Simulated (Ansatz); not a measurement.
Cu: alloy series

Start from Cu in the fcc (Cu type) structure (space group Fm-3m, No. 225; a = 3.564 Å).

The other end (x = 1) is Au in the fcc (Cu type) structure (space group Fm-3m, No. 225): 17.02 Å³/atom, gap zero.

Au replaces a fraction x of Cu; each row is one arrangement (x, atoms in the cell, starting space group or random), fully relaxed.

Method: PBEsol/PAW in Ansatz (an electronic-structure program), no spin-orbit coupling.

Notes on the quantities. deviation of the volume from the linear: Vegard-type) interpolation.

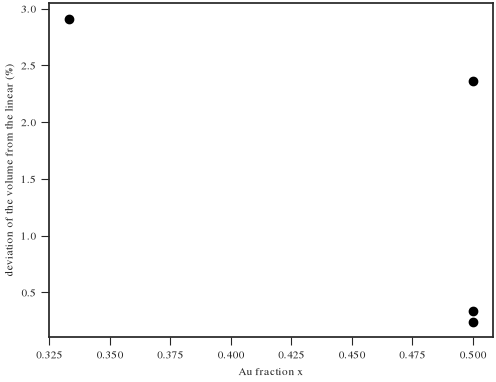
*Deviation of the volume from the linear against Au fraction x*

```json
[
 {"Au fraction x": "x(Au) = 0.333, 3 atoms, P-3m1", "deviation of the volume from the linear": "+2.9 %"},
 {"Au fraction x": "x(Au) = 0.5, 2 atoms, P4/mmm", "deviation of the volume from the linear": "+0.3 %"},
 {"Au fraction x": "x(Au) = 0.5, 2 atoms, R-3m", "deviation of the volume from the linear": "+2.4 %"},
 {"Au fraction x": "x(Au) = 0.5, 4 atoms, P4/nmm", "deviation of the volume from the linear": "+0.2 %"}
]
```

Each cell is one ordered arrangement of few atoms, which overstates ordering effects compared with a random alloy. Whether these cells are dynamically stable was not tested. The final runs are not spin-polarised. Under x(Au) = 0.5, 4 atoms, P4/nmm the cell changed shape so far that it is another structure.
